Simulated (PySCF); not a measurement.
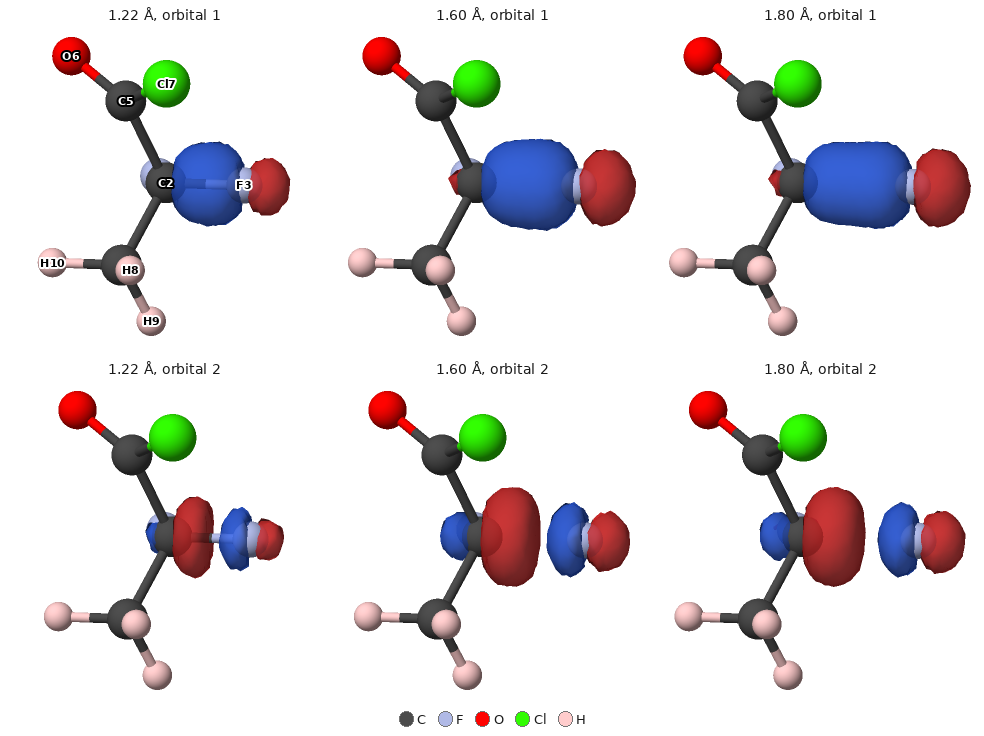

*C$_{3}$H$_{3}$ClF$_{2}$O, SMILES `CC(F)(F)C(=O)Cl`. Rigid stretch of the C2–F3 bond. The two CASSCF(2,2) natural orbitals nearest half filling (orbital 1 the more occupied).*

Method: 6-31G* basis; geometry: GFN2-xTB; program: PySCF. No frequency check shows the geometry to be a minimum. GFN2-xTB bond lengths at metals and heavier atoms can be off by up to 0.1 Å and shapes distorted, which carries into these values.

How do the occupations change along the stretch?

Answer. 1.22 Å: 1.99 and 0.01; 1.60 Å: 1.95 and 0.05; 1.80 Å: 1.90 and 0.10. At the longest distance computed (3.72 Å) they are 1.00 and 1.00, and the effective number of unpaired electrons is 2.0.

Where does the UHF solution part from RHF?

Answer. Between 1.60 Å (⟨S²⟩ = 0, the two coincide) and 1.80 Å (⟨S²⟩ = 0.04); at 3.72 Å ⟨S²⟩ is 1.03 and UHF lies 5.9 eV below RHF.

How much energy does the stretch cost?

Answer. By CASSCF, 4.3 eV from the lowest point of the scan (1.33 Å) to 3.72 Å; RHF gives 9.4 eV from its own lowest point. The fragments aren't relaxed and dynamic correlation is missing, so this isn't a bond dissociation energy.
